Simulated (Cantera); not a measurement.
Charge: 1 mol B, 0.9 mol H2O, a varied amount of N2, held at 900 °C and 0.0100 bar.

These are equilibrium values from Cantera (NASA tables, ideal gas, pure condensed phases), not measurements of a reactor. Candidate condensed phases: B, BN, B2O3, B3O3H3, H2O; 39 gas species. N2 is the only nitrogen source here; it is nearly inert below about 1500 K, so the nitride shown seldom forms there in practice. Mutual solubility and eutectic melting of coexisting phases are not modelled. Kinetics and transport are ignored.

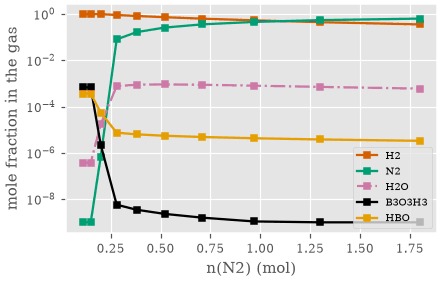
Fig. 1. Equilibrium gas composition (values under 1e-9 drawn at 1e-9)

**Question.** Read off the mole fractions at 1.3 mol N2.

**Answer.** N2 about 0.55, H2 about 0.45, H2O about 0.00072, HBO about 3.8e-6.
